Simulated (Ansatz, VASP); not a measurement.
# Cross-check of Ni (Ni(111)) between VASP and Ansatz, part 2 of 3

One calculation is typed for both programs; each brings its own data sets and cutoff. How far apart do they land?

VASP 6.6.1 and Ansatz 0.2.0.

So far: Starting point; VASP: single point, PBE.

## Step 3: Ansatz: single point, PBE

Level of this step: Ansatz beside VASP: Kohn-Sham DFT, plane waves, PBE (Ansatz).

Ansatz runs on its default PAW (the set named soft_2) files.

The same cell, functional, mesh and smearing now go to Ansatz, which takes its cutoff from its data sets.

The input, input.yaml:

```yaml
crystal:
  lattice:
    - [2.4890158698, 0.0, 0.0]
    - [1.2445079349, 2.1555509736, 0.0]
    - [0.0, 0.0, 30.1936376853]
  atoms:
    - { symbol: Ni, position: [0.0, 0.0, 0.2980760415], spin: 1.0 }
    - { symbol: Ni, position: [0.3333333333, 0.3333333333, 0.3653840277], spin: 1.0 }
    - { symbol: Ni, position: [0.6666666667, 0.6666666667, 0.4326920138], spin: 1.0 }
    - { symbol: Ni, position: [0.0, 0.0, 0.5], spin: 1.0 }
    - { symbol: Ni, position: [0.3333333333, 0.3333333333, 0.5673079862], spin: 1.0 }
    - { symbol: Ni, position: [0.6666666667, 0.6666666667, 0.6346159723], spin: 1.0 }
    - { symbol: Ni, position: [0.0, 0.0, 0.7019239585], spin: 1.0 }
hamiltonian:
  xc: pbe
  pseudopotentials: { kind: paw }
magnetization:
  spin_polarized: true
kpoints:
  mp_grid: { grid: [6, 6, 1] }
scf:
  occupations: { method: methfessel_paxton, width: 0.1 }
  n_extra_bands: 10
efield:
  axis: 3
  dipole_correction: true
  ramp_width: 0.04
output:
  forces: true
  eigenvalues: true
```

The run is started by

```sh
$ ansatz run input.yaml --threads 4 --pin off --max-ram 9216MiB --backend cpu --events-out ev --progress --plain --runs-dir out
```

Numbers of over 12 decimals in the logs are rounded to 6 here.

Log:

```text
Warning: the band count 73 (scf.n_extra_bands) hosts the net moment |M| = 7.0000 μB (N_el = 126) but caps the reachable moment at 2·n_bands − N_el = 20.0000 μB, below the 80 bands that the automatic rule leaves for it — a moment growing past the seed, or the majority channel's smearing tail, pins there with fewer empty majority states than that count leaves; raise or omit scf.n_extra_bands unless the cap is intended
scf.n_extra_bands = 10 over 63 filled bands (N_el = 126.0): the run solves 73 bands
Engine: ansatz 0.2.0, aarch64-unknown-linux-gnu
Pseudopotentials: kind: paw
Pseudopotential: Ni, paw, valence charge 18, recommended cutoff 420 eV (normal), Ni.paw.azcp
Functional definition: PBE
  parameter kappa = 0.804
  parameter beta = 0.066725
  exchange = pbe_x(kappa = kappa, mu = beta*pi^2/3)
  correlation = pbe_c(beta = beta)
Crystal: 7 atoms, lattice volume = 161.995 Å³
Basis set: ecut = 420 eV, 3035 PW (Γ), exchange–correlation on 36×36×432 points (8 copies of the dense FFT grid, shifted against one another)
Bands: 73, of which v1, the nominal top of the filled ones, is band 63 counted from 1 (62 counted from 0)
Symmetry: 6 space group operations
k-points: 7 of 36 (time reversal used)
Non-local potential: Ni, projectors of the file, l = 0: 3, l = 1: 2, l = 2: 3, l = 3: 1
PAW form: soft (Blöchl's): semilocal exchange-correlation on the pseudo side does not see the compensation charge
PAW one-centre angular grid: Ni, 590 points (default); XC on 64 Gauss nodes
Initial density: superposition of atomic densities (neutral atoms: chi_scale 0, normalization atom)
Starting moments: Σ|m| = 7 μB on 7 of 7 sites
Initial wavefunctions: pseudopotential atomic-orbital guess
Functional: x = pbe(κ = 0.804, μ = 0.219515), c = pbe(β = 0.066725)
SCF iter   1: F=—  HF=-40870.153355 eV  |F-HF|=—  |Δ(HF+E_count)|=         —  Δρ=3.13e-2 (↑3.13e-2 ↓1.90e-2)  dr2=4.50e0  dr2_m=4.88e-1  M=5.009 μB ∫|m|=5.502 μB  β_m=1.00  ethr=3.10e-3  p=0.000 e·Å  D=3.87e-13 V/Å  ΔV_dip=-0.00 eV  dr2_dipole=8.61e-9  V_vac-E_F(+/−)=7.23/7.23 eV  ⟨swp⟩=7.0  Hψ=4355  notcnv=0
Mixer restart at iter 1: flushing history
efield: sawtooth ramp at fractional position 0.9800 (placed from the atoms, in the widest stretch of the axis that holds none; the zero of the levels goes with the place), width 0.0400; the density the first Hamiltonian is built on has a dipole p = 0.000 e·Å; the dipole correction subtracts the counter field D = 3.87e-13 V/Å, which shifts the + side's vacuum level by -0.00 eV against the − side's; the planar-averaged density in the ramp window peaks in size at 1.4e-5 e/Å³
preconditioner: auto → LDOS  [metal: Δε(μ)=0.038 eV  Ē_g=5.226 eV  σ=0.100 eV  W_gap=0.21  n_scr=24 (ndim 8)  ℏωp=24.4 eV  f_vac=0.492  D(μ)=11.60/eV (n_scr^D=160)]
spin=Collinear: LDOS preconditioning applied to the charge; magnetization (m = ρ↑ − ρ↓) channel mixes plain (no charge-response kernel on spin).
SCF iter   2: F=—  HF=-40871.147374 eV  |F-HF|=—  |Δ(HF+E_count)|=   9.94e-1  Δρ=1.49e-2 (↑1.49e-2 ↓1.02e-2)  dr2=5.34e-1  dr2_m=3.27e-2  M=4.946 μB ∫|m|=5.677 μB  β_m=0.29  ethr=3.10e-3  p=0.000 e·Å  D=1.76e-5 V/Å  ΔV_dip=-0.00 eV  dr2_dipole=8.25e-7  V_vac-E_F(+/−)=6.24/6.24 eV  ⟨swp⟩=2.4  Hψ=1799  notcnv=0  defer=29
density mixer auto → msr1: a metal under ldos (density of states about μ 3.65 of a free-electron gas's, 24 screened modes)
SCF iter   3: F=—  HF=-40873.311221 eV  |F-HF|=—  |Δ(HF+E_count)|=    2.16e0  Δρ=7.33e-3 (↑7.33e-3 ↓7.27e-3)  dr2=1.28e-1  dr2_m=2.18e-2  M=4.945 μB ∫|m|=5.655 μB  β_m=0.49  ethr=4.24e-4  p=0.000 e·Å  D=5.40e-6 V/Å  ΔV_dip=-0.00 eV  dr2_dipole=2.94e-9  V_vac-E_F(+/−)=5.81/5.81 eV  ⟨swp⟩=2.6  Hψ=1653  notcnv=0  defer=29
SCF iter   4: F=—  HF=-40875.963000 eV  |F-HF|=—  |Δ(HF+E_count)|=    2.65e0  Δρ=8.33e-3 (↑6.58e-3 ↓8.33e-3)  dr2=2.04e-1  dr2_m=7.56e-3  M=4.912 μB ∫|m|=5.593 μB  β_m=0.75  ethr=1.02e-4  p=0.000 e·Å  D=3.50e-6 V/Å  ΔV_dip=-0.00 eV  dr2_dipole=1.09e-7  V_vac-E_F(+/−)=5.45/5.45 eV  ⟨swp⟩=2.9  Hψ=2125  notcnv=0  defer=29
SCF iter   5: F=—  HF=-40876.864038 eV  |F-HF|=—  |Δ(HF+E_count)|=   9.01e-1  Δρ=5.63e-3 (↑3.80e-3 ↓5.63e-3)  dr2=6.72e-2  dr2_m=1.73e-2  M=4.742 μB ∫|m|=5.455 μB  β_m=0.81  ethr=1.02e-4  p=0.000 e·Å  D=1.36e-5 V/Å  ΔV_dip=-0.00 eV  dr2_dipole=6.49e-7  V_vac-E_F(+/−)=5.19/5.19 eV  ⟨swp⟩=3.6  Hψ=2119  notcnv=0  defer=29
SCF iter   6: F=—  HF=-40876.884196 eV  |F-HF|=—  |Δ(HF+E_count)|=   2.02e-2  Δρ=4.64e-3 (↑3.43e-3 ↓4.64e-3)  dr2=6.70e-2  dr2_m=2.28e-3  M=4.727 μB ∫|m|=5.450 μB  β_m=0.66  ethr=5.33e-5  p=-0.000 e·Å  D=-2.99e-5 V/Å  ΔV_dip=0.00 eV  dr2_dipole=1.09e-5  V_vac-E_F(+/−)=5.18/5.18 eV  ⟨swp⟩=2.8  Hψ=2321  notcnv=0  defer=27
SCF iter   7: F=—  HF=-40876.865011 eV  |F-HF|=—  |Δ(HF+E_count)|=   1.92e-2  Δρ=1.19e-3 (↑8.08e-4 ↓1.19e-3)  dr2=3.94e-3  dr2_m=3.22e-4  M=4.728 μB ∫|m|=5.463 μB  β_m=0.57  ethr=5.32e-5  p=0.000 e·Å  D=4.43e-5 V/Å  ΔV_dip=-0.00 eV  dr2_dipole=1.02e-5  V_vac-E_F(+/−)=5.10/5.10 eV  ⟨swp⟩=2.1  Hψ=1667  notcnv=0  defer=27
[...]
SCF iter  20: F=—  HF=-40876.838108 eV  |F-HF|=—  |Δ(HF+E_count)|=   2.52e-6  S|Δr|=    0.00e0  Δρ=6.36e-5 (↑5.23e-5 ↓6.36e-5)  dr2=2.30e-5  dr2_m=1.91e-7  M=4.724 μB ∫|m|=5.464 μB  β_m=0.59  ethr=1.02e-8  p=0.000 e·Å  D=6.41e-5 V/Å  ΔV_dip=-0.00 eV  dr2_dipole=8.80e-6  V_vac-E_F(+/−)=5.09/5.09 eV  ⟨swp⟩=2.0  Hψ=1454  notcnv=0  defer=27
SCF iter  21: F=—  HF=-40876.838106 eV  |F-HF|=—  |Δ(HF+E_count)|=   1.86e-6  S|Δr|=    0.00e0  Δρ=2.07e-5 (↑2.07e-5 ↓1.66e-5)  dr2=2.17e-6  dr2_m=8.16e-8  M=4.724 μB ∫|m|=5.464 μB  β_m=0.51  ethr=1.02e-8  p=0.000 e·Å  D=5.32e-6 V/Å  ΔV_dip=-0.00 eV  dr2_dipole=5.50e-7  V_vac-E_F(+/−)=5.09/5.09 eV  ⟨swp⟩=2.0  Hψ=1437  notcnv=0  defer=27
SCF iter  22: F=—  HF=-40876.838106 eV  |F-HF|=—  |Δ(HF+E_count)|=   1.90e-7  S|Δr|=    0.00e0  Δρ=1.56e-5 (↑1.23e-5 ↓1.56e-5)  dr2=6.96e-7  dr2_m=1.31e-7  M=4.724 μB ∫|m|=5.464 μB  β_m=0.48  ethr=1.72e-9  p=0.000 e·Å  D=7.83e-6 V/Å  ΔV_dip=-0.00 eV  dr2_dipole=2.47e-7  V_vac-E_F(+/−)=5.09/5.09 eV  ⟨swp⟩=2.2  Hψ=1469  notcnv=0  defer=27
SCF iter  23: F=—  HF=-40876.838107 eV  |F-HF|=—  |Δ(HF+E_count)|=   3.60e-7  S|Δr|=    0.00e0  Δρ=9.19e-6 (↑5.55e-6 ↓9.19e-6)  dr2=1.01e-7  dr2_m=6.89e-8  M=4.724 μB ∫|m|=5.464 μB  β_m=0.56  ethr=5.52e-10  p=0.000 e·Å  D=2.04e-7 V/Å  ΔV_dip=-0.00 eV  dr2_dipole=9.49e-9  V_vac-E_F(+/−)=5.09/5.09 eV  ⟨swp⟩=2.1  Hψ=1417  notcnv=0  defer=27
SCF iter  24: F=—  HF=-40876.838107 eV  |F-HF|=—  |Δ(HF+E_count)|=   1.00e-7  S|Δr|=    0.00e0  Δρ=8.64e-6 (↑3.26e-6 ↓8.64e-6)  dr2=3.01e-7  dr2_m=3.56e-8  M=4.724 μB ∫|m|=5.464 μB  β_m=0.67  ethr=7.94e-11  p=-0.000 e·Å  D=-3.47e-6 V/Å  ΔV_dip=0.00 eV  dr2_dipole=1.48e-7  V_vac-E_F(+/−)=5.09/5.09 eV  ⟨swp⟩=10.9  Hψ=4531  notcnv=0  recentre
SCF iter  25: F=—  HF=-40876.838107 eV  |F-HF|=—  |Δ(HF+E_count)|=   8.44e-9  S|Δr|=    0.00e0  Δρ=9.26e-6 (↑4.62e-6 ↓9.26e-6)  dr2=5.85e-7  dr2_m=1.30e-8  M=4.724 μB ∫|m|=5.464 μB  β_m=0.51  ethr=8.05e-11  p=-0.000 e·Å  D=-1.42e-6 V/Å  ΔV_dip=0.00 eV  dr2_dipole=2.93e-7  V_vac-E_F(+/−)=5.09/5.09 eV  ⟨swp⟩=2.0  Hψ=1469  notcnv=0
SCF iter  26: F=—  HF=-40876.838107 eV  |F-HF|=—  |Δ(HF+E_count)|=   5.12e-8  S|Δr|=    0.00e0  Δρ=2.87e-6 (↑1.91e-6 ↓2.87e-6)  dr2=2.32e-7  dr2_m=7.78e-10  M=4.724 μB ∫|m|=5.464 μB  β_m=0.46  ethr=8.05e-11  p=-0.000 e·Å  D=-3.51e-7 V/Å  ΔV_dip=0.00 eV  dr2_dipole=1.55e-7  V_vac-E_F(+/−)=5.09/5.09 eV  ⟨swp⟩=2.0  Hψ=1448  notcnv=0
SCF iter  27: F=—  HF=-40876.838107 eV  |F-HF|=—  |Δ(HF+E_count)|=   1.86e-9  S|Δr|=    0.00e0  Δρ=2.15e-6 (↑1.24e-6 ↓2.15e-6)  dr2=1.00e-7  dr2_m=2.08e-9  M=4.724 μB ∫|m|=5.464 μB  β_m=0.43  ethr=8.05e-11  p=-0.000 e·Å  D=-8.08e-7 V/Å  ΔV_dip=0.00 eV  dr2_dipole=7.19e-8  V_vac-E_F(+/−)=5.09/5.09 eV  ⟨swp⟩=1.1  Hψ=996  notcnv=0
SCF iter  28: F=-40876.838107 eV  HF=-40876.838107 eV  |F-HF|=3.38e-8  |Δ(HF+E_count)|=   3.90e-8  S|Δr|=    0.00e0  Δρ=3.52e-6 (↑1.33e-6 ↓3.52e-6)  dr2=4.37e-8  dr2_m=6.70e-9  M=4.724 μB ∫|m|=5.464 μB  ethr=7.94e-11  p=-0.000 e·Å  D=-9.76e-8 V/Å  ΔV_dip=0.00 eV  dr2_dipole=2.05e-8  V_vac-E_F(+/−)=5.09/5.09 eV  ⟨swp⟩=5.1  Hψ=3130  notcnv=0
SCF 1 converged in 28 iterations: F = -40876.838107 eV  dr2 = 4.37e-8
  greatest PAW one-centre occupation: 1.001 electrons in one spin orbital (limit 2), on the Ni atom at site 0 (counted from 0), in its partial waves of l = 1
this state was not tested for a lower state beside it, because cold or Methfessel-Paxton smearing, or corrected tetrahedra, fill the levels in a way that the test cannot read (fill_not_monotonic; see scf.lower_state_search)
SCF converged after 28 iterations
Magnetization: 4.7241 μB (65.3620 up, 60.6380 down)
Absolute magnetization: 5.4698 μB (∫|ρ↑−ρ↓|, with the PAW one-centre terms)
Spin contamination: 0.0628 ħ² per cell (⟨S²⟩ above its minimum at these occupations)
Per-site moments (μB) at R_I (Å): [(0.765198, 1.026719), (0.732117, 1.026719), (0.687326, 1.026719), (0.655414, 1.026719), (0.687326, 1.026719), (0.732098, 1.026719), (0.765195, 1.026719)]
Free energy (F): -40876.838107 eV
Harris-Foulkes:  -40876.838107 eV  (|F-HF|=3.38e-8)
Internal energy: -40876.838492 eV  (E = F + TS)
E sigma→0 (E₀):  -40876.838203 eV
Entropy (-TS):   0.000385 eV (0.055 meV/atom)
Fermi energy:    5.885569 eV
Dipole field:    D = -0.000214 V/Å  (p = -0.000192 e·Å, saw-weighted, corrected)
Work function:   Φ+ = 5.0920 eV   Φ− = 5.0855 eV
Levels:          The Fermi level and band energies are counted from a zero that moves with the ramp; work functions are not
--- Per-component energies (eV) ---
  E_band       = -3524.970505
  E_kinetic    = 1971.955968
  E_local      = -406232.856928  (includes V_loc(G=0)·N_el)
  E_nonlocal   = 4453.811098
  E_hartree    = 200363.265499
  E_xc         = -590.560694
  E_vxc        = -761.237804  (∫ρ·V_xc dr)
  E_paw        = -11411.760391  (= ΣΔE_a)
  E_vpaw       = -3683.193281  (= ΣTr[D̂ρ^β])
  E_aug_tail   = 0.003811  (compensation charges beyond the density's cutoff)
  E_efield     = 0.000000  (sawtooth field / dipole correction)
  E_vefield    = 0.000000  (∫n·V_field dr)
  E_ewald      = 170569.303144
  E_smearing   = 0.000385  (= −TS)
  E_closure    = 0.000000  (closes the sum)
  Σ components = -40876.838107   (vs F -40876.838107, Δ=0.00e0)
--- Forces (eV/Å), atoms counted from 1 ---
  atom   1  Ni     0.00000000    -0.00000000     0.16509201
  atom   2  Ni    -0.00000000    -0.00000000    -0.11346724
  atom   3  Ni    -0.00000000    -0.00000000    -0.04686132
  atom   4  Ni    -0.00000000    -0.00000000    -0.00000650
  atom   5  Ni     0.00000000    -0.00000000     0.04686641
  atom   6  Ni     0.00000000     0.00000000     0.11347381
  atom   7  Ni    -0.00000000     0.00000000    -0.16507816
  max |Σ_I F_I| component: 1.90e-5 eV/Å
--- Band table (eV; the first three rows and the last of 14) ---
  k-point 0 ↑: bands = [... 59 lower, 4.6477, 4.6477, 4.7973, 4.7973, 5.0373, 5.0373, 5.1651, 5.1651, ... 6 higher]
  k-point 1 ↑: bands = [... 59 lower, 4.5463, 4.5981, 4.7265, 4.8559, 4.9250, 5.0461, 5.1729, 5.2730, ... 6 higher]
  k-point 2 ↑: bands = [... 59 lower, 4.9664, 4.9795, 5.0220, 5.0953, 5.1628, 5.2048, 5.3089, 5.6272, ... 6 higher]
  k-point 6 ↓: bands = [... 59 lower, 5.9397, 6.0209, 6.0209, 6.0455, 10.8982, 10.9189, 10.9190, 10.9797, ... 6 higher]
```

Wall time 14 s (4 threads of Arm Neoverse V2, shared host); peak memory 0.54 GiB; 43 s of CPU time.

## Step 4: Comparison

Known differences besides the PAW data sets themselves: the data sets hold 126 valence electrons in Ansatz (default PAW (the set named soft_2) files) and 70 in VASP; the cutoff is 420 eV in Ansatz and 350 eV in VASP (PREC = Normal); VASP leaves aspherical gradient terms in its spheres out (LASPH is not set), Ansatz keeps them; site moments are counted in spheres of each program's own size. Total energies have different zeros and are not compared.

Both answers:

```
                                   quantity  Ansatz  VASP  difference
                          total moment (μB)    4.72  4.72        0.00
                         moment on Ni1 (μB)    0.77  0.74       +0.03
                         moment on Ni7 (μB)    0.77  0.74       +0.03
                         moment on Ni6 (μB)    0.73  0.70       +0.03
                         moment on Ni2 (μB)    0.73  0.70       +0.03
                         moment on Ni5 (μB)    0.69  0.66       +0.03
                         moment on Ni3 (μB)    0.69  0.66       +0.03
                         moment on Ni4 (μB)    0.66  0.63       +0.03
 work function, lower of the two faces (eV)    5.09  5.09        0.00
work function, higher of the two faces (eV)    5.09  5.09        0.00
```

Forces (eV/Å; atoms numbered as in POSCAR):

```
atom        Ansatz x, y, z          VASP x, y, z
 Ni1   0.000, 0.000, 0.165   0.000, 0.000, 0.169
 Ni2  0.000, 0.000, -0.113  0.000, 0.000, -0.129
 Ni3  0.000, 0.000, -0.047  0.000, 0.000, -0.044
 Ni4   0.000, 0.000, 0.000   0.000, 0.000, 0.000
 Ni5   0.000, 0.000, 0.047   0.000, 0.000, 0.044
 Ni6   0.000, 0.000, 0.113   0.000, 0.000, 0.129
 Ni7  0.000, 0.000, -0.165  0.000, 0.000, -0.169
```

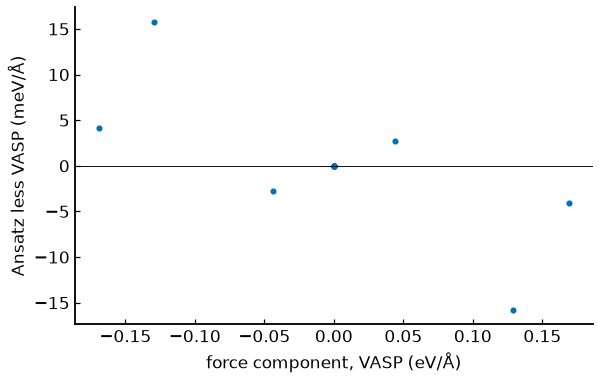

Difference of the force components against their size.

The forces differ by 5.1 meV/Å r.m.s., which is 7.6 % of the r.m.s. force of 0.07 eV/Å (both taken over all components).

## Step 5: VASP: single point, LDA

With cell and atoms fixed, the geometry can't cause a difference; cores, projectors, grids and the points listed under the comparison can.

The input, INCAR:

```
SYSTEM = Ni
PREC = Normal
ENCUT = 350
EDIFF = 1E-06
NELM = 120
ISMEAR = 1
SIGMA = 0.1
LREAL = .FALSE.
ALGO = Normal
GGA = CA
NBANDS = 46
ISPIN = 2
MAGMOM = 1 1 1 1 1 1 1
LMAXMIX = 4
LORBIT = 11
LWAVE = .FALSE.
LCHARG = .FALSE.
KPAR = 4
IDIPOL = 3
LDIPOL = .TRUE.
DIPOL = 0.5 0.5 0.5
LVHAR = .TRUE.
LVACPOTAV = .TRUE.
```

The input, POSCAR:

```
Ni
1.0
    2.4890158698      0.0000000000      0.0000000000
    1.2445079349      2.1555509736      0.0000000000
    0.0000000000      0.0000000000     30.1936376853
Ni
7
Direct
    0.0000000000      0.0000000000      0.2980760415
    0.3333333333      0.3333333333      0.3653840277
    0.6666666667      0.6666666667      0.4326920138
    0.0000000000      0.0000000000      0.5000000000
    0.3333333333      0.3333333333      0.5673079862
    0.6666666667      0.6666666667      0.6346159723
    0.0000000000      0.0000000000      0.7019239585
```

The input, KPOINTS:

```
Automatic mesh
0
Gamma
12 12 1
0 0 0
```

Potentials, in the order of the species: Ni (PBE family, release 64).

The run is started by

```sh
$ mpirun -np 4 vasp_std
```

Log:

```text
[banner, memory and clock lines left out]
running    4 mpi-ranks, on    1 nodes
[...]
|                                                                             |
|               ----> ADVICE to this user running VASP <----                  |
|                                                                             |
|     You enforced a specific xc type in the INCAR file but a different       |
|     [... a line on the potential file left out ...]
|     I HOPE YOU KNOW WHAT YOU ARE DOING!                                     |
|                                                                             |

 LDA part: xc-table for (Slater(with rela. corr.)+CA(PZ))
 , standard interpolation
 POSCAR, INCAR and KPOINTS ok, starting setup
[...]
entering main loop
       N       E                     dE             d eps       ncg     rms          rms(c)
DAV:   1     0.448543589522E+03    0.44854E+03   -0.25367E+04  3528   0.137E+03
DAV:   2    -0.154967877019E+02   -0.46404E+03   -0.44505E+03  3502   0.330E+02
DAV:   3    -0.523386318888E+02   -0.36842E+02   -0.34536E+02  3694   0.129E+02
DAV:   4    -0.530034795200E+02   -0.66485E+00   -0.65694E+00  3942   0.193E+01
[...]
DAV:  44    -0.441423653005E+02   -0.27732E-05   -0.54043E-07  2162   0.882E-03    0.318E-03
DAV:  45    -0.441423663864E+02   -0.10859E-05   -0.40231E-07  2030   0.884E-03    0.488E-03
DAV:  46    -0.441423668912E+02   -0.50481E-06   -0.22929E-07  2018   0.555E-03
 [... a notice as in an earlier step ...]

   1 F= -.44142367E+02 E0= -.44141201E+02  d E =-.349782E-02  mag=     4.2976
```

From OUTCAR (step 5):

```text
  Total       -9.9843035     -9.9843035     -7.8592591     -0.0000000      0.0000000      0.0000000
  in kB      -98.7476918    -98.7476918    -77.7303788     -0.0000000      0.0000000      0.0000000
  external PRESSURE =     -91.7419208 kB  Pullay stress =       0.0000000 kB

 POSITION                                       TOTAL-FORCE (eV/Angst)
 -----------------------------------------------------------------------------------
      0.00000      0.00000      9.00000        -0.000000     -0.000000      0.713451
      1.24451      0.71852     11.03227        -0.000000      0.000000     -0.116403
      2.48902      1.43703     13.06455        -0.000000      0.000000     -0.041562
      0.00000      0.00000     15.09682         0.000000     -0.000000      0.000000
      1.24451      0.71852     17.12909         0.000000     -0.000000      0.041562
      2.48902      1.43703     19.16136         0.000000     -0.000000      0.116403
      0.00000      0.00000     21.19364         0.000000      0.000000     -0.713451
 -----------------------------------------------------------------------------------
    total drift:                                0.000000      0.000000      0.000000

  FREE ENERGIE OF THE ION-ELECTRON SYSTEM (eV)
  ---------------------------------------------------
  free  energy   TOTEN  =       -44.1423668912 eV

  energy  without entropy=      -44.1388690714  energy(sigma->0) =      -44.14120095

 magnetization (x)
# of ion       s       p       d       tot
------------------------------------------
    1       -0.004  -0.018   0.629   0.606
    2       -0.007  -0.020   0.679   0.652
    3       -0.004  -0.019   0.636   0.612
    4       -0.007  -0.019   0.636   0.610
    5       -0.004  -0.019   0.636   0.612
    6       -0.007  -0.020   0.679   0.652
    7       -0.004  -0.018   0.629   0.606
--------------------------------------------------
tot         -0.038  -0.134   4.522   4.350

[... 1 part as in an earlier step ...]

[... 2 further parts left out ...]
[key lines of the parts left out:]
E-fermi :   1.3470
```

## Step 6: Ansatz: single point, LDA

The same cell, functional (in two slightly different forms), mesh and smearing now go to Ansatz, which takes its cutoff from its data sets.

input.yaml, as its differences from that of step 3:

```diff
@@ -14,3 +14,3 @@
 hamiltonian:
-  xc: pbe
+  xc: lda
   pseudopotentials: { kind: paw }
@@ -19,3 +19,3 @@
 kpoints:
-  mp_grid: { grid: [6, 6, 1] }
+  mp_grid: { grid: [12, 12, 1] }
 scf:
@@ -30 +30,5 @@
   eigenvalues: true
+  write_density: true
+  write_potential: true
+  elf: true
+  volumetric_format: npy
```

The run is started by

```sh
$ ansatz run input.yaml --threads 4 --pin off --max-ram 9216MiB --backend cpu --events-out ev --progress --plain --runs-dir out
```

Log:

```text
[...]
Crystal: 7 atoms, lattice volume = 161.995 Å³
Basis set: ecut = 420 eV, 3035 PW (Γ)
Bands: 73, of which v1, the nominal top of the filled ones, is band 63 counted from 1 (62 counted from 0)
Symmetry: 6 space group operations
k-points: 19 of 144 (time reversal used)
[...]
k-point 1 ↑: bands = [... 59 lower, 4.2970, 4.2970, 4.3769, 4.4036, 4.4500, 4.6717, 4.6821, 4.8490, ... 6 higher]
  k-point 2 ↑: bands = [... 59 lower, 4.1641, 4.2309, 4.3251, 4.4710, 4.5652, 4.6855, 4.8512, 4.9188, ... 6 higher]
  k-point 18 ↓: bands = [... 59 lower, 5.4531, 5.5588, 5.5588, 5.5591, 10.5175, 10.5272, 10.5272, 10.6158, ... 6 higher]
[key lines of the parts left out:]
SCF converged after 57 iterations
Magnetization: 4.6014 μB (65.3007 up, 60.6993 down)
Free energy (F): -40411.556636 eV
Fermi energy:    5.487935 eV
Dipole field:    D = 0.000012 V/Å  (p = 0.000011 e·Å, saw-weighted, corrected)
Work function:   Φ+ = 5.4503 eV   Φ− = 5.4506 eV
```

Wall time 87 s (4 threads); peak memory 0.66 GiB.

Between step 4 and this run (LDA and k-mesh 12×12×1) the value for the work function top moves from 5.09 eV to 5.45 eV (+7 %).

[end of part 2 of 3]

[Lines on the potential files, build, host, timing and source positions are cut from VASP's logs without a mark.]

[Logs are printed without paths, hosts, clocks, repeated set-up lines and the standing remarks that a program may print on its own settings, such as how far it seeks lower states.]

[Hosts, paths, dates, database ids (printed as entryN), source tags and the programs' standing remarks are cut or masked in the printed files.]
